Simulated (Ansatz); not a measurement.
**C4H6F4 (SMILES FCC(F)CC(F)F): density, localisation and related maps**

```xyz
14

F     0.9597    2.0235    2.0214
C     1.1917    0.9699    1.1697
C    -0.0575    0.6309    0.4033
F    -0.3501    1.6759   -0.4629
C     0.1052   -0.6366   -0.4060
C    -1.1492   -0.9987   -1.1568
F    -0.9281   -2.1138   -1.8984
F    -2.1467   -1.2893   -0.2792
H     1.5091    0.1077    1.7647
H     1.9927    1.2542    0.4800
H    -0.9003    0.5473    1.0969
H     0.3533   -1.4759    0.2493
H     0.9151   -0.5146   -1.1303
H    -1.5079   -0.2098   -1.8229
```

Geometry: PBE0-D4/def2-TZVP.

Computed with RKS PBE0-D4/def2-TZVPP in Ansatz 0.2.0.

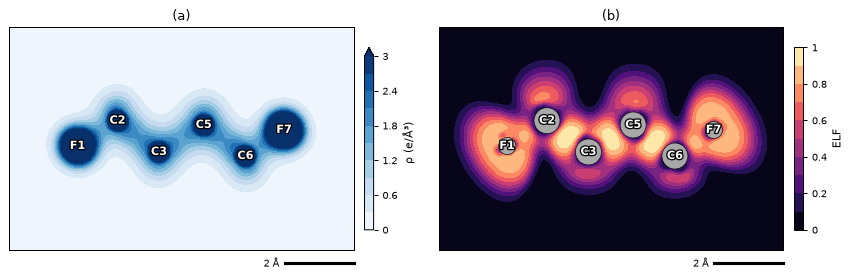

Figure 1. (a) total electron density; (b) ELF on the plane of atoms C3, C5 and C6. Grey discs cover the atomic cores in the ELF map.

### Read the bonding off the picture.

- The section cuts through F and C sites.
- C–F (1.36 Å): ρ is about 2.2 e/Å³ halfway, with its minimum of 1.8 e/Å³ about 0.5 Å from C; the ELF peaks at about 0.85 between the atoms (a polar covalent bond).
- C–C (1.50 Å): ρ at the midpoint is about 1.8 e/Å³; the ELF peaks at about 0.95 between the atoms (localised, covalent bonding).
- The ELF also peaks beside F1 and F7, away from the bonds: lone-pair regions.

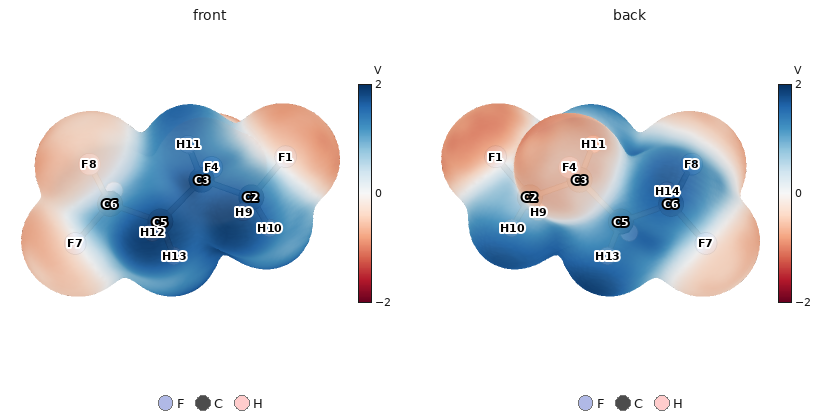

Figure 2. The electrostatic potential painted on the density surface at 0.004 e/bohr³, seen from the front and from behind; the colour scale runs from red (negative) to blue (positive).

### Where is the surface potential most negative and most positive?

The most negative region (about −1.0 V, or −23 kcal/mol for a unit charge) lies over F1 and F4, the most positive (about +1.9 V, or +44 kcal/mol for a unit charge) over H9, H12 and H13.

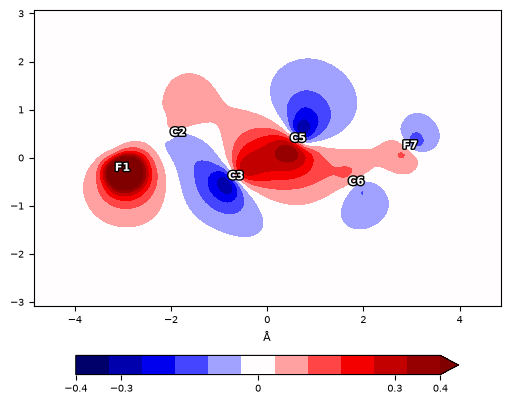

Figure 3. The HOMO−1 on the plane of atoms C3, C5 and C6 (values in Å⁻³ᐟ²; the overall sign is arbitrary).

### Where does this orbital lie, and at what energy?

It lies mainly on F1 (about 25 %), C2 (about 15 %), F4 (about 15 %), C3 (about 10 %), H9 (about 10 %) and C5 (about 5 %). Its energy is −10.17 eV.
